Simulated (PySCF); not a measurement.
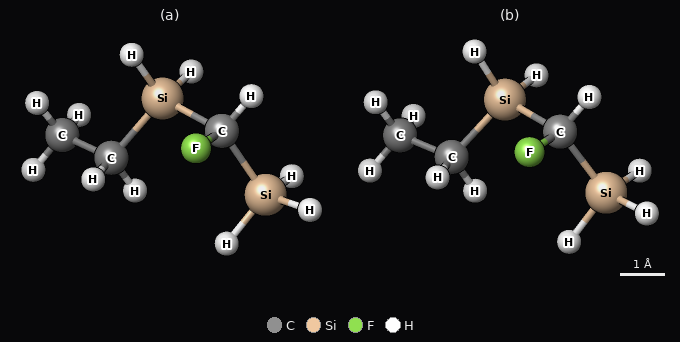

The structure of C$_{3}$H$_{11}$FSi$_{2}$ before (left) and after (right) a relaxation, at one scale.

Style: ball-and-stick. Shown at a tilt.

The start comes from GFN2-xTB.

Method: PBE0-D3(BJ)/def2-SVP geometry optimisation, gas phase in PySCF 2.14.0, density-fitted response routines. 

**What changed between the two?**

Over 7 geometry steps the energy falls by 10.4 kJ/mol. The largest force component goes from 1.1 to 0.02 eV/Å. The largest move after the best rigid fit is that of an H atom, 0.25 Å. Largest moves by element: H 0.25 Å, F 0.18 Å, Si 0.09 Å, C 0.07 Å. Among the contacts that change: H–Si 1.463 → 1.495 Å, C–Si 1.898 → 1.881 Å, C–Si 1.915 → 1.900 Å, C–H 1.089 → 1.101 Å. Bond angles that change, for instance: Si–C–H 109.8° → 105.9°, F–C–H 104.5° → 108.1°, C–C–Si 112.6° → 115.0°. The run took of the order of 70 core-seconds on a shared host.
